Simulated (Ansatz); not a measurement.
Consider LiNbO3 (R3c).

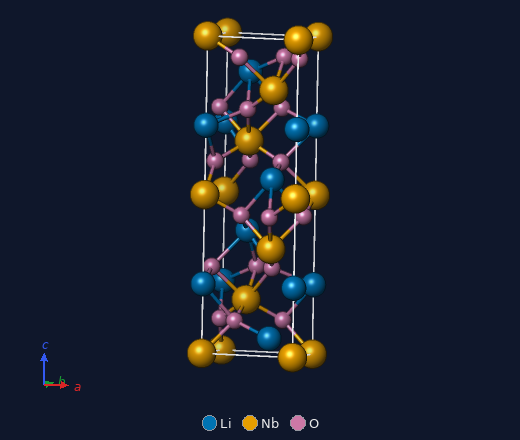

The structure (lithium blue, niobium orange, oxygen pink). Bonds to atoms that aren't drawn are left out. Some periodic images of atoms are drawn too.

Symmetry: R3c, No. 161, trigonal system. The conventional cell has a = 5.152 Å, b = 5.152 Å, c = 13.869 Å, α = 90.00°, β = 90.00°, γ = 120.00°. Nearest to Li lie 6 O at 2.07 to 2.24 Å. Nearest to Nb lie 6 O at 1.88 to 2.13 Å. Nearest to O lie 2 Nb at 1.88 to 2.13 Å and 2 Li at 2.07 to 2.24 Å. Farther neighbours and most contacts between anions are not listed.

```
Li Nb O
1.0
     2.57580    1.48714    4.62300
    -2.57580    1.48714    4.62300
     0.00000   -2.97428    4.62300
Li Nb O
2 2 6
Direct
  0.28150 0.28150 0.28150
  0.78150 0.78150 0.78150
  0.00006 0.00006 0.00006
  0.50006 0.50006 0.50006
  0.11231 0.35836 0.71959
  0.71959 0.11231 0.35836
  0.35836 0.71959 0.11231
  0.21959 0.85836 0.61231
  0.85836 0.61231 0.21959
  0.61231 0.21959 0.85836
```

The cell and positions come from the Crystallography Open Database and are kept as given unless a step says otherwise.

Gaps computed with Ansatz 0.2.0 without a self-energy: PBE 3.59 eV, PBE+SOC 3.54 eV and HSE06+SOC 4.99 eV.

**Question.** Estimate the G0W0@PBE gap with 4×4×4 mesh, 1787 empty bands, screening to 380 eV, hard PAW files.

About 5.21 eV: on its mesh the run moves the gap from 3.61 eV by +1.63 eV, and the mesh misses the edges by 0.03 eV. Spin-orbit coupling is not in that value; its −0.04 eV at the PBE level would bring it to about 5.17 eV. Bands and cutoff are finite, so the gap is not at the basis limit. The miss can reach some tenths of an eV and take either sign; the mesh is an error of its own. The many-body steps are scalar-relativistic: spin-orbit coupling is not in them.

[Paths, hosts, dates, memory and timing lines, banners, echoed tables and standing remarks are left out of the program output.]

[Logs are printed without paths, hosts, clocks, repeated set-up lines and the standing remarks that a program may print on its own settings, such as how far it seeks lower states.]

[Runs of the session that timed out or met a known fault of the program may be left out.]

[Cells called generated may have been cut or substituted from an entry of the Crystallography Open Database or the Materials Project.]

[Hosts, paths, dates, database ids (printed as entryN), source tags and the programs' standing remarks are cut or masked in the printed files.]
